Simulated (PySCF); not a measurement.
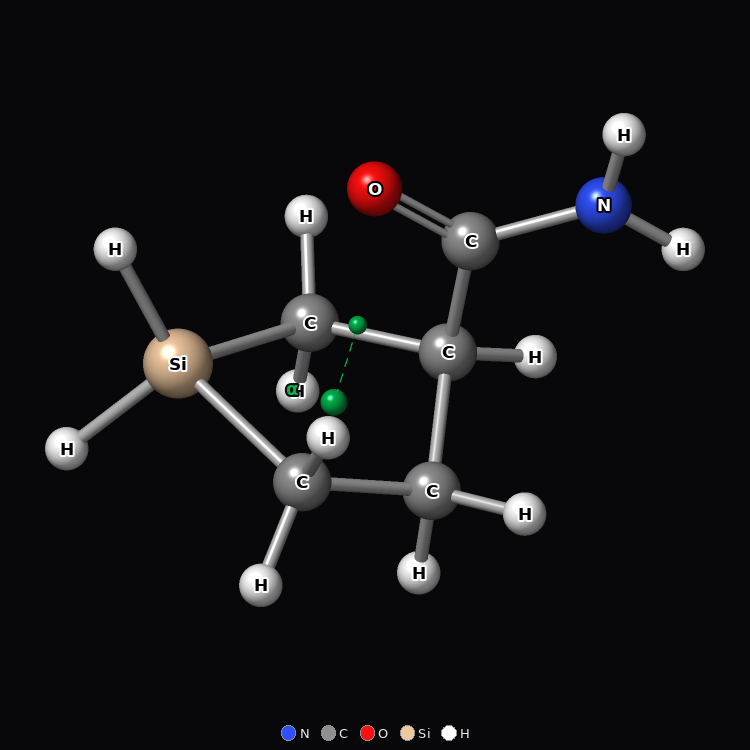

The small points mark where nucleus-independent chemical shifts (NICS) were computed: at the centre of each lettered ring and 1 Å above and below it. The geometry was computed by an optimisation with GFN2-xTB. No frequency run is at hand to confirm it as a minimum. Properties computed with GIAO PBE0/pcSseg-1 NMR shielding, non-relativistic, gas phase (PySCF 2.14.0).

Give NICS(0), NICS(1) and the out-of-plane component NICS(1)zz for each ring (means of the two sides).

| ring | members | NICS(0) | NICS(1) | NICS(1)zz |
| --- | --- | --- | --- | --- |
| α | C4Si | −5.6 | −4.2 | −7.7 |

Values in ppm.

The geometry is semi-empirical. Around Si such bond lengths and angles can be off by a tenth of an ångström or more and by several degrees, and values that hang on the shape move with them.
